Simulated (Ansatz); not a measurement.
# Run report: AlCl$_{2}$F, phonon calculation

System: AlCl$_{2}$F.
Method: RKS PBE0-D4/def2-TZVP (Ansatz 0.2.0).

The geometry comes from this level: PBE0-D4/def2-TZVP. Figures and captions count atoms from 1; the log counts them from 0 in places.

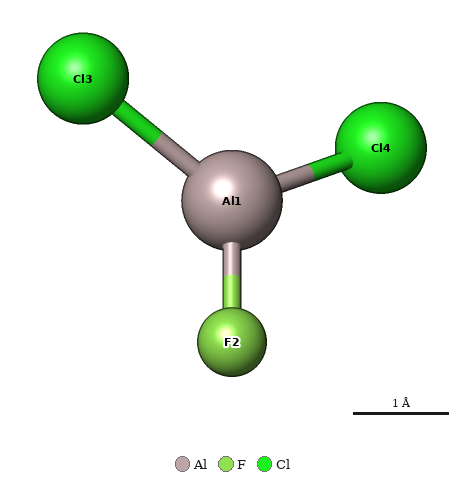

Fig. 1: The structure (ball-and-stick view, seen at a tilt; atoms are numbered from 1 in the order of the input). Sticks mark near contacts. Bond lengths as drawn: Al–Cl 2.06 Å and Al–F 1.63 Å.

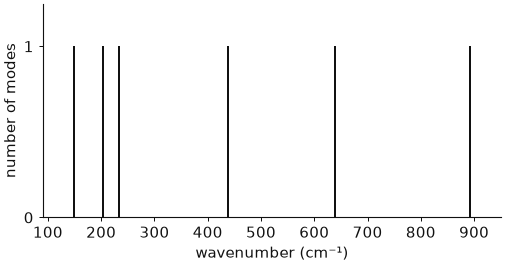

Fig. 2: Harmonic vibrational wavenumbers from the force constants; neighbouring modes closer than 3 cm⁻¹ are counted in one stick. 6 modes from 149 to 892 cm⁻¹, none imaginary.

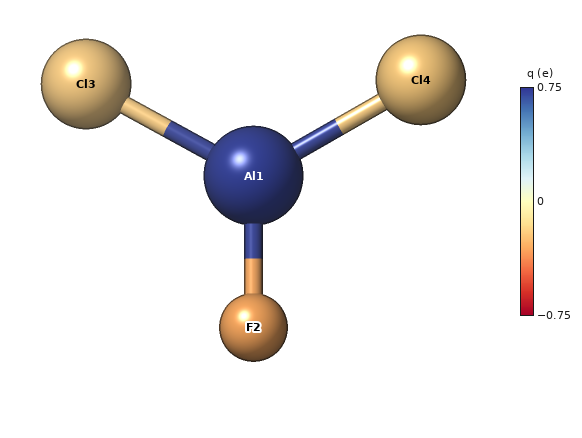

Fig. 3: Mulliken charges, as the colour of each atom (ball-and-stick view, seen at a tilt; atoms are numbered from 1 in the order of the input). By element: Al +0.72, F −0.31 and Cl −0.20 e.

The input and output of the run follow.

### Input
```yaml
crystal:
  periodic: [false, false, false]
  atoms:
    - {symbol: Al, position_ang: [-0.283229, -0.644859, 0.268276]}
    - {symbol: F, position_ang: [-1.763799, 0.036182, 0.170389]}
    - {symbol: Cl, position_ang: [0.455732, -1.689014, -1.352599]}
    - {symbol: Cl, position_ang: [0.806217, -0.443650, 2.010738]}
basis:
  gaussian: {orbitals: def2-TZVP}
hamiltonian: {xc: pbe0, dispersion: d4}
phonons: {temperatures: {t_min: 298.15, t_max: 900, t_step: 200}}
```

### Output
```
Functional definition: PBE0
  name "PBE0"
  cite "Adamo & Barone, J. Chem. Phys. 110, 6158 (1999) doi:10.1063/1.478522"
  cite "Perdew, Burke & Ernzerhof, Phys. Rev. Lett. 77, 3865 (1996) doi:10.1103/PhysRevLett.77.3865"
  parent pbe
  parameter a = 0.25
  parameter kappa = 0.804
  parameter beta = 0.06672455060314922
  exchange = (1 - a)*pbe_x(kappa = kappa, mu = beta*pi^2/3) + a*exact_x
  correlation = pbe_c(beta = beta)
971 factors; their error is unknown
mean field evaluation 1: about -34350.7963 eV, gradient 4.0e1 eV
mean field evaluation 2: about -34346.9182 eV, gradient 6.7e1 eV
mean field evaluation 4: about -34353.2668 eV, gradient 1.3e0 eV
mean field evaluation 8: about -34353.2693 eV, gradient 8.5e-3 eV
mean field evaluation 16: about -34353.3672 eV, gradient 2.7e-5 eV
mean field -34353.36724305 eV, -1262.4629606334 hartree, gradient 2.7e-5 eV, S^2 0.000000; 0 other end points of the search recorded, 0 dependent functions left out
the calculation of the forces begins
reference -34353.36727051 eV, -1262.4629616427 hartree; 28, 28 occupied and 114, 114 virtual orbitals, 971 factors
these checks for a lower state are left out or cut short: stability, starts, cluster_reference, orbital_swaps, neighbouring_geometries, increment
971 factors; their error is unknown
mean field -34353.36720551 eV, -1262.4629592537 hartree, gradient 2.4e-6 eV, S^2 0.000000; 0 other end points of the search recorded, 0 dependent functions left out
the calculation of the forces begins
reference -34353.36723297 eV, -1262.4629602631 hartree; 28, 28 occupied and 114, 114 virtual orbitals, 971 factors
these checks for a lower state are left out or cut short: stability, starts, cluster_reference, orbital_swaps, neighbouring_geometries, increment
971 factors; their error is unknown
mean field -34353.36721764 eV, -1262.4629596998 hartree, gradient 2.0e-6 eV, S^2 0.000000; 0 other end points of the search recorded, 0 dependent functions left out
the calculation of the forces begins
reference -34353.36724510 eV, -1262.4629607088 hartree; 28, 28 occupied and 114, 114 virtual orbitals, 971 factors
these checks for a lower state are left out or cut short: stability, starts, cluster_reference, orbital_swaps, neighbouring_geometries, increment
971 factors; their error is unknown
mean field evaluation 32: about -34353.2690 eV, gradient 1.9e-1 eV
mean field -34353.36714600 eV, -1262.4629570669 hartree, gradient 6.4e-7 eV, S^2 0.000000; 0 other end points of the search recorded, 0 dependent functions left out
the calculation of the forces begins
reference -34353.36717346 eV, -1262.4629580759 hartree; 28, 28 occupied and 114, 114 virtual orbitals, 971 factors
these checks for a lower state are left out or cut short: stability, starts, cluster_reference, orbital_swaps, neighbouring_geometries, increment
971 factors; their error is unknown
mean field -34353.36714680 eV, -1262.4629570963 hartree, gradient 6.0e-7 eV, S^2 0.000000; 0 other end points of the search recorded, 0 dependent functions left out
the calculation of the forces begins
reference -34353.36717427 eV, -1262.4629581059 hartree; 28, 28 occupied and 114, 114 virtual orbitals, 971 factors
these checks for a lower state are left out or cut short: stability, starts, cluster_reference, orbital_swaps, neighbouring_geometries, increment
971 factors; their error is unknown
mean field -34353.36723414 eV, -1262.4629603058 hartree, gradient 8.9e-7 eV, S^2 0.000000; 0 other end points of the search recorded, 0 dependent functions left out
the calculation of the forces begins
reference -34353.36726160 eV, -1262.4629613150 hartree; 28, 28 occupied and 114, 114 virtual orbitals, 971 factors
these checks for a lower state are left out or cut short: stability, starts, cluster_reference, orbital_swaps, neighbouring_geometries, increment
971 factors; their error is unknown
mean field -34353.36721565 eV, -1262.4629596264 hartree, gradient 9.9e-7 eV, S^2 0.000000; 0 other end points of the search recorded, 0 dependent functions left out
the calculation of the forces begins
reference -34353.36724311 eV, -1262.4629606357 hartree; 28, 28 occupied and 114, 114 virtual orbitals, 971 factors
these checks for a lower state are left out or cut short: stability, starts, cluster_reference, orbital_swaps, neighbouring_geometries, increment
971 factors; their error is unknown
mean field -34353.36718851 eV, -1262.4629586292 hartree, gradient 1.3e-6 eV, S^2 0.000000; 0 other end points of the search recorded, 0 dependent functions left out
the calculation of the forces begins
reference -34353.36721598 eV, -1262.4629596386 hartree; 28, 28 occupied and 114, 114 virtual orbitals, 971 factors
these checks for a lower state are left out or cut short: stability, starts, cluster_reference, orbital_swaps, neighbouring_geometries, increment
971 factors; their error is unknown
mean field evaluation 64: about -34353.2691 eV, gradient 1.6e-1 eV
mean field -34353.36721017 eV, -1262.4629594251 hartree, gradient 1.2e-6 eV, S^2 0.000000; 0 other end points of the search recorded, 0 dependent functions left out
the calculation of the forces begins
reference -34353.36723763 eV, -1262.4629604342 hartree; 28, 28 occupied and 114, 114 virtual orbitals, 971 factors
these checks for a lower state are left out or cut short: stability, starts, cluster_reference, orbital_swaps, neighbouring_geometries, increment
971 factors; their error is unknown
mean field -34353.36723806 eV, -1262.4629604502 hartree, gradient 1.7e-6 eV, S^2 0.000000; 0 other end points of the search recorded, 0 dependent functions left out
the calculation of the forces begins
reference -34353.36726553 eV, -1262.4629614595 hartree; 28, 28 occupied and 114, 114 virtual orbitals, 971 factors
these checks for a lower state are left out or cut short: stability, starts, cluster_reference, orbital_swaps, neighbouring_geometries, increment
971 factors; their error is unknown
mean field -34353.36722822 eV, -1262.4629600884 hartree, gradient 1.7e-6 eV, S^2 0.000000; 0 other end points of the search recorded, 0 dependent functions left out
the calculation of the forces begins
reference -34353.36725568 eV, -1262.4629610976 hartree; 28, 28 occupied and 114, 114 virtual orbitals, 971 factors
these checks for a lower state are left out or cut short: stability, starts, cluster_reference, orbital_swaps, neighbouring_geometries, increment
971 factors; their error is unknown
mean field -34353.36721573 eV, -1262.4629596293 hartree, gradient 1.7e-6 eV, S^2 0.000000; 0 other end points of the search recorded, 0 dependent functions left out
the calculation of the forces begins
reference -34353.36724319 eV, -1262.4629606385 hartree; 28, 28 occupied and 114, 114 virtual orbitals, 971 factors
these checks for a lower state are left out or cut short: stability, starts, cluster_reference, orbital_swaps, neighbouring_geometries, increment
971 factors; their error is unknown
mean field -34353.36723916 eV, -1262.4629604903 hartree, gradient 1.7e-6 eV, S^2 0.000000; 0 other end points of the search recorded, 0 dependent functions left out
the calculation of the forces begins
reference -34353.36726662 eV, -1262.4629614996 hartree; 28, 28 occupied and 114, 114 virtual orbitals, 971 factors
these checks for a lower state are left out or cut short: stability, starts, cluster_reference, orbital_swaps, neighbouring_geometries, increment
971 factors; their error is unknown
mean field evaluation 96: about -34353.3672 eV, gradient 1.6e-5 eV
mean field -34353.36717967 eV, -1262.4629583044 hartree, gradient 2.1e-6 eV, S^2 0.000000; 0 other end points of the search recorded, 0 dependent functions left out
the calculation of the forces begins
reference -34353.36720714 eV, -1262.4629593136 hartree; 28, 28 occupied and 114, 114 virtual orbitals, 971 factors
these checks for a lower state are left out or cut short: stability, starts, cluster_reference, orbital_swaps, neighbouring_geometries, increment
971 factors; their error is unknown
mean field -34353.36723393 eV, -1262.4629602985 hartree, gradient 2.2e-6 eV, S^2 0.000000; 0 other end points of the search recorded, 0 dependent functions left out
the calculation of the forces begins
reference -34353.36726140 eV, -1262.4629613078 hartree; 28, 28 occupied and 114, 114 virtual orbitals, 971 factors
Total energy: -34353.45889686 eV, -1262.4663288488 hartree
Atom 0 at    -0.283229    -0.644859     0.268276 Å, force    -0.000845    -0.001947     0.000809 eV/Å
Atom 1 at    -1.763799     0.036182     0.170389 Å, force     0.001375     0.000259    -0.000239 eV/Å
Atom 2 at     0.455732    -1.689014    -1.352599 Å, force    -0.000100     0.001432     0.001304 eV/Å
Atom 3 at     0.806217    -0.443650     2.010738 Å, force    -0.000431     0.000256    -0.001874 eV/Å
Dipole moment:     0.088039    -0.039898     0.005599 e Å
Vibrations: 149.27 202.58 232.62 438.53 638.01 891.84 cm⁻¹, zero-point energy 0.158256 eV
```

### Summary

| quantity | value |
| --- | --- |
| outcome | converged |
| total energy | −34353.4589 eV |
| mean-field energy | −34353.3673 eV |
| dispersion energy | −0.0916 eV |
| largest force (length of the vector) | 0.002 eV/Å |
| dipole moment | 0.47 D |
| hardware | 2 CPU threads, shared host |
| wall time | 21 s (CPU time 38 s) |
| peak memory | 0.34 GiB |
